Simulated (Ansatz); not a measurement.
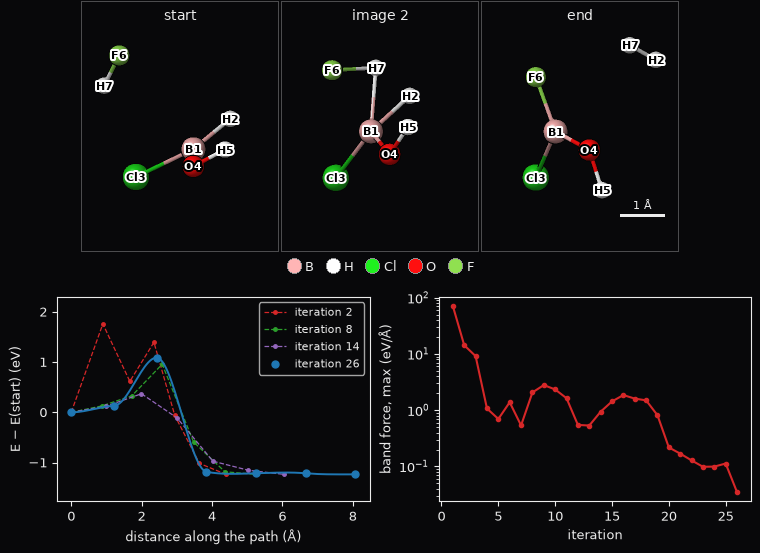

NEB run on BH3OClF, made up at the start of BH$_{2}$OCl and HF. Images are numbered from 0 (start) to 6 (end). The plot follows the band through its iterations. A ball-and-stick model, seen from a free direction.

The calculation used RKS B3LYP-D4/def2-SVP in Ansatz.

Input file:
```yaml
crystal:
  periodic: [false, false, false]
  atoms:
    - { symbol: B, position_ang: [-0.053593, -0.471112, 0.031073] }
    - { symbol: H, position_ang: [-0.156911, -1.02988, 1.087561] }
    - { symbol: Cl, position_ang: [1.579781, 0.033523, -0.504033] }
    - { symbol: O, position_ang: [-1.06224, -0.246553, -0.816913] }
    - { symbol: H, position_ang: [-1.920388, -0.52336, -0.469303] }
    - { symbol: F, position_ang: [0.021361, 1.954583, 1.293409] }
    - { symbol: H, position_ang: [0.79139, 1.779398, 0.797106] }
basis:
  gaussian: { orbitals: def2-SVP }
hamiltonian:
  xc: b3lyp
  dispersion: d4
neb:
  order_check: false
  images: 5
  f_tol: 0.05
  max_iterations: 60
  final_atoms:
    - { symbol: B, position_ang: [-0.16964979, 0.5925027, -0.53280496] }
    - { symbol: H, position_ang: [0.53336386, -0.33370059, 2.50239162] }
    - { symbol: Cl, position_ang: [1.24111009, -0.19011988, -1.27487634] }
    - { symbol: O, position_ang: [-1.40292952, 0.06764861, -0.59636497] }
    - { symbol: H, position_ang: [-1.45001559, -0.76985194, -1.07368366] }
    - { symbol: F, position_ang: [0.00354507, 1.73840993, 0.10095954] }
    - { symbol: H, position_ang: [0.44397588, 0.39171017, 2.29327877] }
  initial_path:
    images:
      - { positions_ang: [[-0.053593, -0.471112, 0.031073], [-0.156911, -1.02988, 1.087561], [1.579781, 0.033523, -0.504033], [-1.06224, -0.246553, -0.816913], [-1.920388, -0.52336, -0.469303], [0.021361, 1.954583, 1.293409], [0.79139, 1.779398, 0.797106]] }
      - { positions_ang: [[-0.03417619, -0.3106643, 0.01814685], [-0.11575033, -0.70918609, 1.23498894], [1.59917505, 0.03998903, -0.63487611], [-1.10770401, -0.14793138, -0.79182596], [-1.85179248, -0.61739314, -0.5091952], [0.12746212, 1.79621177, 1.05786246], [0.58218586, 1.4455731, 1.04379903]] }
      - { positions_ang: [[-0.01475939, -0.15021659, 0.0052207], [-0.07458967, -0.38849217, 1.38241688], [1.61856911, 0.04645505, -0.76571923], [-1.15316803, -0.04930975, -0.76673892], [-1.78319697, -0.71142628, -0.54908741], [0.23356323, 1.63784055, 0.82231593], [0.37298171, 1.11174819, 1.29049205]] }
      - { positions_ang: [[0.00465742, 0.01023111, -0.00770545], [-0.033429, -0.06779826, 1.52984482], [1.63796316, 0.05292108, -0.89656234], [-1.19863204, 0.04931187, -0.74165189], [-1.71460145, -0.80545942, -0.58897961], [0.33966435, 1.47946932, 0.58676939], [0.16377757, 0.77792329, 1.53718508]] }
      - { positions_ang: [[-0.05344498, 0.20432164, -0.18273862], [0.15550195, -0.15643237, 1.85402709], [1.5056788, -0.02809257, -1.02266701], [-1.2667312, 0.05542412, -0.69322291], [-1.62640617, -0.79359026, -0.75054763], [0.22762459, 1.56578286, 0.42483277], [0.25717701, 0.64918558, 1.78921631]] }
      - { positions_ang: [[-0.11154739, 0.39841217, -0.35777179], [0.34443291, -0.24506648, 2.17820935], [1.37339445, -0.10910622, -1.14877167], [-1.33483036, 0.06153637, -0.64479394], [-1.53821088, -0.7817211, -0.91211564], [0.11558483, 1.6520964, 0.26289615], [0.35057644, 0.52044787, 2.04124754]] }
      - { positions_ang: [[-0.16964979, 0.5925027, -0.53280496], [0.53336386, -0.33370059, 2.50239162], [1.24111009, -0.19011988, -1.27487634], [-1.40292952, 0.06764861, -0.59636497], [-1.45001559, -0.76985194, -1.07368366], [0.00354507, 1.73840993, 0.10095954], [0.44397588, 0.39171017, 2.29327877]] }
```

Launched with:
```bash
ansatz run input.yaml --threads 1 --pin off --max-ram 2048MiB --backend cpu --events-out ev --progress --plain --runs-dir out
```

Question: How did the profile develop, and is the result final?

Answer: The result is final at these settings. The band converged in 26 iterations. The largest component of the band force went from 71 to 0.035 eV/Å. The climbing image converged on the top of the path. Its vibrational analysis gives one imaginary mode (1193i cm⁻¹), as a transition state must have. The first iteration put the highest image at 10.59 eV. Forward barrier 1.09 eV, backward barrier 2.32 eV, with image 2 at the top; the reaction energy is −1.23 eV.

Limits of the set-up: the start holds two separate molecules, 2.3 Å apart at their closest, whose relative position is a soft coordinate.

Cost: 4.3 min on 1 thread of Arm Neoverse V2, with other jobs on the host, peak memory 0.16 GiB.
